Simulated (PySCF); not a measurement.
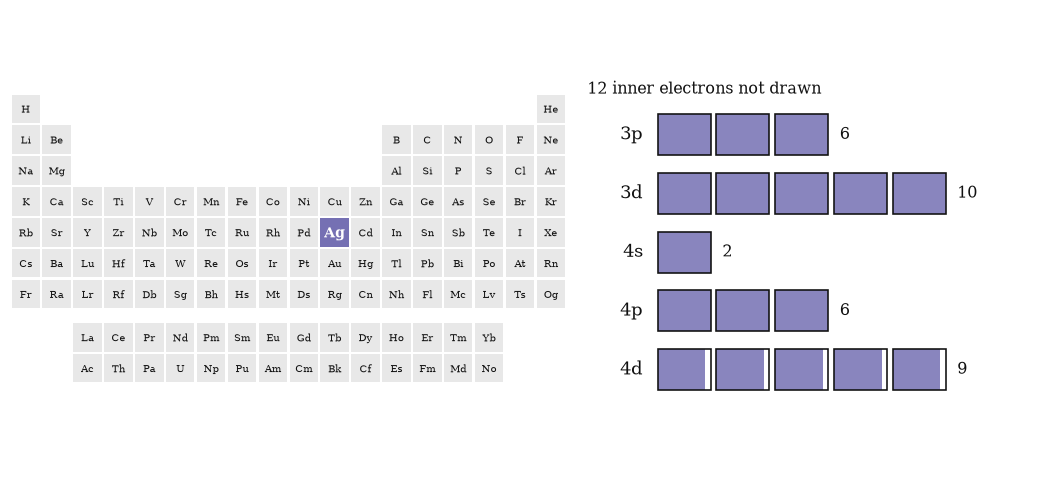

**Figure 1.** Left, the place of silver in the periodic table; right, the outer shells of the nominal configuration: a box for each of the 2l + 1 orbitals, shaded by the share of the shell that is filled, with the electron count at the right.

**Ag²⁺: atomic calculation**

Ag²⁺, configuration 1s2 2s2 2p6 3s2 3p6 3d10 4s2 4p6 4d9, multiplicity 2. Computed at this level: unrestricted revPBE, def2-TZVPPD with ECP28, scalar-relativistic core potential (PySCF).

**Log (extracts)**
```
damping factor = 0
level_shift factor = 0
DIIS = <class 'pyscf.scf.diis.CDIIS'>
diis_start_cycle = 1
diis_space = 10
diis_damp = 0
SCF conv_tol = 1e-09
SCF conv_tol_grad = None
number electrons alpha = 9  beta = 8
XC functionals = PBE_R,PBE
    Y. Zhang and W. Yang.,  Phys. Rev. Lett. 80, 890 (1998)
    J. P. Perdew, K. Burke, and M. Ernzerhof.,  Phys. Rev. Lett. 77, 3865 (1996)
    J. P. Perdew, K. Burke, and M. Ernzerhof.,  Phys. Rev. Lett. 78, 1396 (1997)
cycle= 1 E= -145.947263828064  delta_E= -0.00697  |g|= 0.0621  |ddm|= 0.179
cycle= 2 E= -145.947261104963  delta_E= 2.72e-06  |g|= 0.0635  |ddm|= 0.0594
cycle= 3 E= -145.948275860064  delta_E= -0.00101  |g|= 0.00329  |ddm|= 0.0315
cycle= 4 E= -145.94827795075  delta_E= -2.09e-06  |g|= 0.000241  |ddm|= 0.00177
cycle= 5 E= -145.948277969357  delta_E= -1.86e-08  |g|= 3.41e-05  |ddm|= 0.0002
cycle= 6 E= -145.948277969725  delta_E= -3.68e-10  |g|= 1.39e-06  |ddm|= 2.72e-05
converged SCF energy = -145.948277969725  <S^2> = 0.75093177  2S+1 = 2.0009316
```

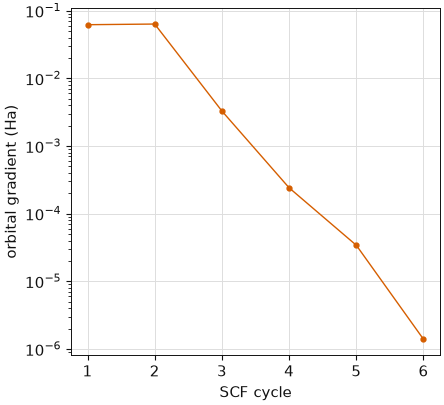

**Figure 2.** Convergence: orbital gradient against the SCF cycle. The residual falls almost steadily, with no more than small rises or pauses. It goes from 0.062 to 1.4×10⁻⁶ in 6 steps.

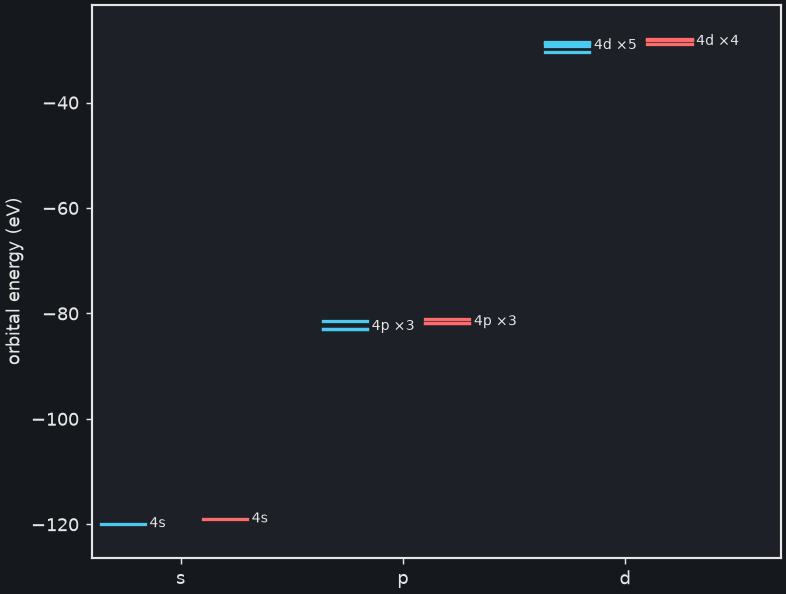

**Figure 3.** Orbital energies of the mean field, from the top down to −119.9 eV, by angular momentum, α spin at the left of each column and β at the right; ×n counts the orbitals under one label. Empty levels that the record names by l alone aren't drawn. The highest filled orbital is 4d β at −27.9 eV, the lowest empty one d β at −28.0 eV.

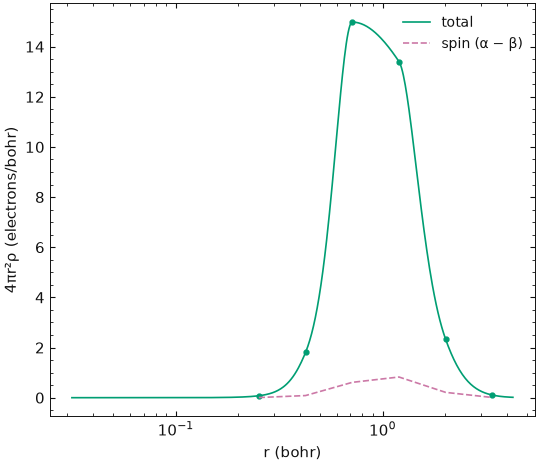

**Figure 4.** Spherically averaged radial density 4πr²ρ of the mean field (valence electrons alone, under a core potential) and its spin part; markers are the stored points, which are sparse, and the line is a monotone interpolation between them. The largest stored value is 15.0 electrons/bohr at r = 0.71 bohr. Root-mean-square radii of the shells: 4s 0.972, 4p 1.07, 4d 1.44 bohr.

**The input**
```python
from pyscf import gto, scf, dft, mp, cc
mol = gto.M(atom="Ag 0 0 0", charge=2, spin=1, symmetry="D2h",
            basis="def2-TZVPPD",
            ecp="def2-TZVPPD")
mf = dft.UKS(mol, xc="PBE_R,PBE")
mf.irrep_nelec = {'Ag': (3, 2), 'B1g': (1, 1), 'B2g': (1, 1), 'B3g': (1, 1), 'B1u': (1, 1), 'B2u': (1, 1), 'B3u': (1, 1)}
mf.kernel()
```

The script is an equivalent of what the driver set up; the driver started from orbitals of its own, so the log can be shorter than this script's would be, and it computed the properties (radii, ⟨L²⟩, response) afterwards. It held the occupations shell by shell, which the script's counts by irreducible representation don't always enforce.

**Results in brief**

| quantity | value |
| --- | --- |
| outcome | converged |
| total energy (valence electrons, under a core potential) | −145.948278 hartree |
| ⟨S²⟩ | 0.751 |
| ⟨L²⟩ | 6.01 |
| SCF iterations | 6 |
| hardware | 1 CPU thread, shared host |
| CPU time | 0.56 s (integrals apart) |

**Notes**

The driver held the occupations shell by shell, and empty d levels lie below the filled 4d.
